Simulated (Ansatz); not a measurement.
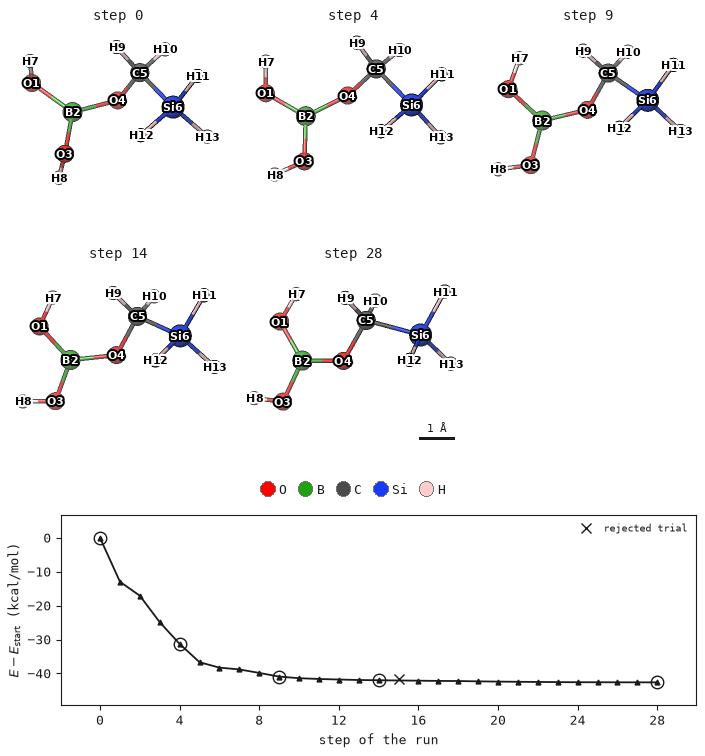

Frames of a relaxation of CH7BO3Si, marked on the history of the run. The picture is a ball-and-stick view, seen at a tilt.

The run prepares an end point of a later path (hydrogen shift) calculation, from a guessed geometry.

All numbers below come from Ansatz 0.2.0, RKS PBE0-D4/def2-SVP. Set-up: no spin polarisation; force threshold 0.02 eV/Å; at most 50 steps.

**What happens along the run?**

The energy falls by 42.6 kcal/mol in 27 accepted moves (28 points after the start). The largest force component goes from 4 to 0.011 eV/Å. The line search rejected the trial step at point 15 of the run. H8 moves most after the best rigid fit: 1.52 Å. Largest moves by element: H 1.52 Å, O 1.24 Å, C 0.57 Å, Si 0.49 Å, B 0.35 Å. Among the contacts that change: O1–B2 1.517 → 1.369 Å, B2–O3 1.458 → 1.357 Å, B2–O4 1.416 → 1.369 Å, C5–H9 1.154 → 1.110 Å. Bond angles that change, for instance: B2–O1–H7 102.1° → 113.8°, B2–O4–C5 115.0° → 121.6°, H9–C5–H10 102.1° → 106.8°. Groups turn about B2–O4 by about 90°, O1–B2 by about 90°, O4–C5 by about 85°. From step 0 to 4: H8 moves most (0.58 Å), energy −31.3 kcal/mol. From step 4 to 9: O and H atoms move most (0.59 Å), energy −9.63 kcal/mol. From step 9 to 14: H8 moves most (0.44 Å), energy −1.07 kcal/mol. From step 14 to 28: O and H atoms move most (0.65 Å), energy −0.62 kcal/mol.
